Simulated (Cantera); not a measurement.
Input: 1 mol CH₄, 0.033 mol H₂O, 16 mol H₂, equilibrated at 1 atm.

These are equilibrium values from Cantera (NASA tables, ideal gas, pure condensed phases), not measurements of a reactor. Candidate condensed phases: C, C₆H₆, C₇H₈, C₈H₁₈, H₂O; 131 gas species. Ions and electrons are included (thermal ionisation). Equilibrium is a limit: real reactors are often held back by kinetics, nucleation or transport.

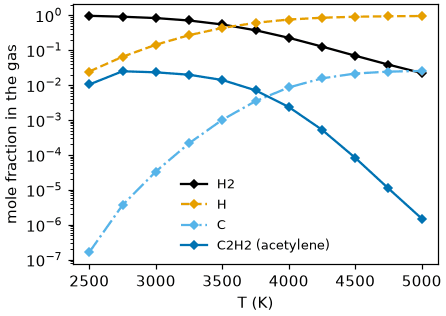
Equilibrium gas composition (values under 1e-9 drawn at 1e-9)

Task: Read off the mole fractions at 3500 K.

Result: H₂ about 0.54, H about 0.43, C₂H₂ (acetylene) about 0.014, C about 0.0010.
